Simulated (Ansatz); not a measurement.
MoSi$_{2}$ (MoSi2 type, space group I4/mmm)

```xyz
3
Lattice="-1.5952 1.5952 3.9105 1.5952 -1.5952 3.9105 1.5952 1.5952 -3.9105" Properties=species:S:1:pos:R:3 pbc="T T T"
Mo     0.0000     0.0000     0.0000
Si     0.0000     0.0000     2.6207
Si     0.0000     0.0000     5.2004
```

This relaxed cell (volume V₀) is scaled evenly in all directions, its shape held. The atoms relax within the cell's symmetry.

Calculation: PBEsol (plane waves to 420 eV, PAW, scalar-relativistic; Ansatz, a first-principles code). k mesh 20×20×20 (Γ-centred), Fermi-Dirac smearing 0.05 eV. Energies are smeared free energies. With the shape held, the modulus is that of even scaling; a crystal free to change shape is softer. MoSi2 is run without spin polarisation. MoSi2 was relaxed with its symmetry unable to fall. The PAW data are Ansatz's earlier set. The zero of ΔE is the relaxed starting cell.

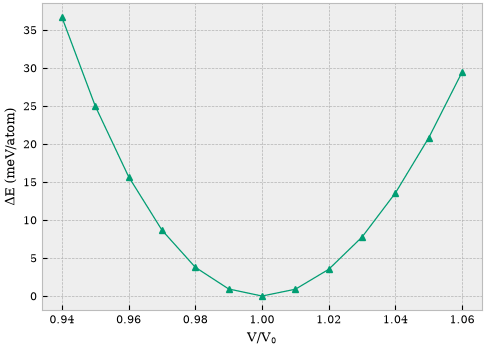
ΔE (meV/atom) against V/V₀; markers are the computed points, lines only join them.

### Question
What is ΔE at V/V₀ = 1.060?

### Answer
About 29 meV/atom.

### Question
What is ΔE at V/V₀ = 0.940?

### Answer
About 37 meV/atom.

### Question
What bulk modulus at fixed cell shape B₀ follows from a third-order Birch-Murnaghan fit?

### Answer
About 220 GPa.

(A scan under strain: stresses follow from slopes of the energy per volume, elastic moduli from its curvatures.)
